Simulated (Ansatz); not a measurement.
CH$_{7}$B$_{2}$ClSi: frequency calculation

The run: frequency calculation of CH$_{7}$B$_{2}$ClSi. Method and program: RKS revPBE/def2-SVP (Ansatz 0.2.0).

It belongs to a series of runs on one base structure; here: vibrations at the highest image of the band.

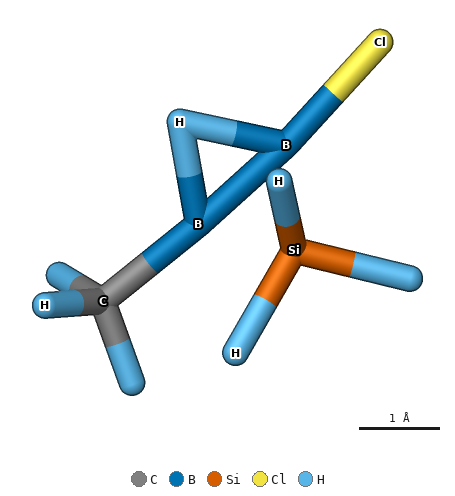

*The input geometry (stick view, seen at a tilt).*

**The input**
```yaml
crystal:
  periodic: [false, false, false]
  atoms:
    - { symbol: C, position_ang: [-1.081838, -0.622821, 1.433834] }
    - { symbol: B, position_ang: [-0.541228, -0.529824, -0.03827] }
    - { symbol: Si, position_ang: [1.316539, 0.769077, -0.375885] }
    - { symbol: B, position_ang: [-0.141689, -0.517463, -1.488783] }
    - { symbol: Cl, position_ang: [0.135239, -0.528827, -3.219369] }
    - { symbol: H, position_ang: [-1.279151, 0.358308, 1.910589] }
    - { symbol: H, position_ang: [-0.35872, -1.17127, 2.072376] }
    - { symbol: H, position_ang: [-2.028401, -1.204162, 1.436894] }
    - { symbol: H, position_ang: [1.2146, 2.16007, -0.949596] }
    - { symbol: H, position_ang: [2.562801, 0.105853, -0.898062] }
    - { symbol: H, position_ang: [1.487265, 0.899776, 1.117407] }
    - { symbol: H, position_ang: [-1.208616, 0.226286, -0.967036] }
basis:
  gaussian: { orbitals: def2-SVP }
hamiltonian:
  xc: revpbe
phonons: {}
```

Machine: 2 threads of Intel Xeon (Granite Rapids), 16 GiB of memory available, shared host.

Launched with:
```bash
ansatz run input.yaml --threads 2 --pin off --max-ram 3072MiB --backend cpu --events-out ev --progress --plain --runs-dir out
```

**The program's output**
```
Engine: ansatz 0.2.0, x86_64-unknown-linux-gnu
Functional definition: revPBE
  parameter kappa = 1.245
  parameter beta = 0.06672455060314922
  exchange = pbe_x(kappa = kappa, mu = beta*pi^2/3)
  correlation = pbe_c(beta = beta)
1263 factors; their error is unknown
mean field evaluation 1: about -22881.8348 eV, gradient 5.6e1 eV
mean field evaluation 2: about -22865.5161 eV, gradient 8.8e1 eV
mean field evaluation 4: about -22890.5076 eV, gradient 1.0e1 eV
mean field evaluation 8: about -22890.8508 eV, gradient 1.2e-1 eV
mean field evaluation 16: about -22890.7838 eV, gradient 2.5e-4 eV
mean field -22890.78382250 eV, -841.2207895465 hartree, gradient 2.6e-5 eV, S^2 0.000000; 0 other end points of the search recorded, 0 dependent functions left out
the calculation of the forces begins
reference -22890.78387015 eV, -841.2207912974 hartree; 27, 27 occupied and 86, 86 virtual orbitals, 1263 factors
these checks for a lower state are left out or cut short: stability, starts, cluster_reference, orbital_swaps, neighbouring_geometries, increment
1263 factors; their error is unknown
mean field -22890.78372340 eV, -841.2207859046 hartree, gradient 2.8e-6 eV, S^2 0.000000; 0 other end points of the search recorded, 0 dependent functions left out
[... from here on the field's lines of each further geometry are left out, up to the last ...]
the calculation of the forces begins
reference -22890.78385192 eV, -841.2207906274 hartree; 27, 27 occupied and 86, 86 virtual orbitals, 1263 factors
these checks for a lower state are left out or cut short: stability, starts, cluster_reference, orbital_swaps, neighbouring_geometries, increment
1263 factors; their error is unknown
mean field -22890.78380776 eV, -841.2207890046 hartree, gradient 1.2e-6 eV, S^2 0.000000; 0 other end points of the search recorded, 0 dependent functions left out
the calculation of the forces begins
reference -22890.78385540 eV, -841.2207907555 hartree; 27, 27 occupied and 86, 86 virtual orbitals, 1263 factors
WARN: phonons: modes at or below zero, which the zero-point energy, F, S and C_V leave out: 1, the lowest at -135.20 cm⁻¹. A minimum has none, and a first-order saddle one
Total energy: -22890.78387015 eV, -841.2207912974 hartree
Atom 0 at    -1.081838    -0.622821     1.433834 Å, force     0.018762    -0.012896     0.007765 eV/Å
Atom 1 at    -0.541228    -0.529824    -0.038270 Å, force    -0.026845     0.000936    -0.033247 eV/Å
Atom 2 at     1.316539     0.769077    -0.375885 Å, force    -0.020567     0.007035    -0.004706 eV/Å
Atom 3 at    -0.141689    -0.517463    -1.488783 Å, force     0.028270     0.008310     0.025496 eV/Å
Atom 4 at     0.135239    -0.528827    -3.219369 Å, force    -0.011001    -0.000156     0.004985 eV/Å
Atom 5 at    -1.279151     0.358308     1.910589 Å, force    -0.002796     0.004902     0.001897 eV/Å
Atom 6 at    -0.358720    -1.171270     2.072376 Å, force    -0.007072     0.004298    -0.001918 eV/Å
Atom 7 at    -2.028401    -1.204162     1.436894 Å, force    -0.005131     0.003324     0.003143 eV/Å
Atom 8 at     1.214600     2.160070    -0.949596 Å, force     0.007503     0.000121     0.004418 eV/Å
Atom 9 at     2.562801     0.105853    -0.898062 Å, force    -0.004691    -0.000621    -0.003627 eV/Å
Atom 10 at     1.487265     0.899776     1.117407 Å, force     0.003886    -0.003307    -0.003519 eV/Å
Atom 11 at    -1.208616     0.226286    -0.967036 Å, force     0.019683    -0.011946    -0.000687 eV/Å
Dipole moment:    -0.134987     0.107794     0.219110 e Å
Vibrations: -135.20 73.84 139.57 152.04 201.77 209.16 350.95 405.50 469.39 504.67 563.28 767.67 815.23 851.12 865.05 903.17 912.68 935.16 1166.77 1269.01 1387.93 1393.52 1572.04 1977.82 2139.79 2150.37 2168.27 2971.84 3057.60 3065.80 cm⁻¹, zero-point energy 2.073080 eV
```

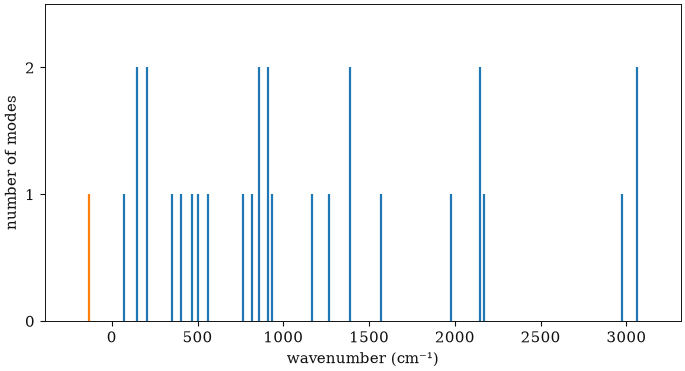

*Harmonic vibrational wavenumbers from the force constants; neighbouring modes closer than 15 cm⁻¹ are counted in one stick, and imaginary ones are drawn at negative wavenumbers.*

30 modes from 135i to 3066 cm⁻¹, 1 imaginary beyond 8i (135i cm⁻¹): a first-order saddle point, if the geometry is stationary.

**Summary**

- outcome: converged
- total energy: −22890.7839 eV
- mean-field energy: −22890.7839 eV
- largest force (length of the vector): 0.043 eV/Å
- wall time: 58 s (CPU time 1.9 min)
- peak memory: 0.16 GiB
